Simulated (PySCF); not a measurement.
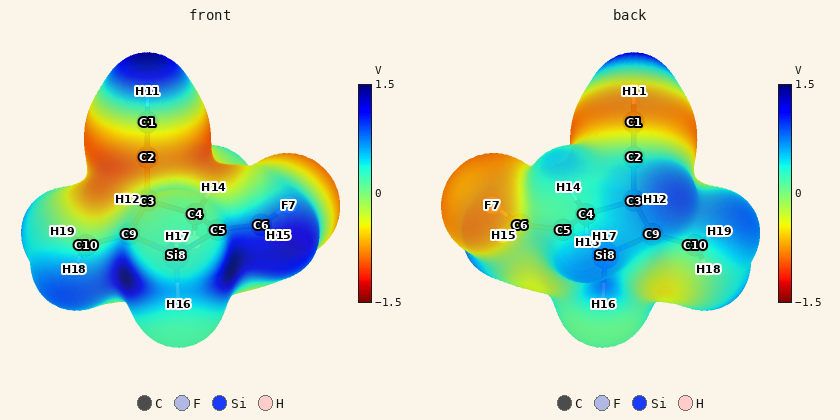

Figure 1: C$_{8}$H$_{9}$FSi. The electrostatic potential painted on the density surface at 0.002 e/bohr³, seen from the front and from behind; the colour scale runs from red (negative) to blue (positive).

Geometry: GFN2-xTB.

Computed with PBE0/pcSseg-1, SCF density, gas phase, non-relativistic (PySCF).

Input

```
{"job": {"kind": "nmr", "xc": "PBE0", "basis": "pcSseg-1"}, "charge": 0, "multiplicity": 1}
C      1.426756     2.173400     1.271440
C      0.710257     1.683226     0.447729
C     -0.166701     1.057965    -0.526850
C      0.595145    -0.040098    -1.288488
C      0.695099    -1.249363    -0.400819
C      1.711708    -2.089341    -0.420293
F      2.766739    -1.946982    -1.255206
Si    -0.799436    -1.325513     0.745632
C     -1.314952     0.414666     0.226518
C     -2.462891     1.037519     0.440454
H      2.058289     2.620351     1.979781
H     -0.527549     1.829981    -1.215964
H      0.024963    -0.308000    -2.183427
H      1.580520     0.307629    -1.604558
H      1.818264    -2.964423     0.202753
H     -1.771119    -2.346419     0.342992
H     -0.436391    -1.455719     2.157048
H     -3.263302     0.571301     0.990141
H     -2.655204     2.039070     0.083656
```

Run with:

```sh
OMP_NUM_THREADS=1 python probes_run.py task.json out
```

> Which sites attract a positive test charge, and which a negative one?

A positive charge is drawn to the negative regions and a negative charge to the positive ones. The most negative region (about −1.0 V, or −23 kcal/mol for a unit charge) lies over C1 and C2, the most positive (about +1.4 V, or +32 kcal/mol for a unit charge) over Si8 and H11.

> How polar is the molecule by this calculation?

Its dipole moment is 1.42 D.
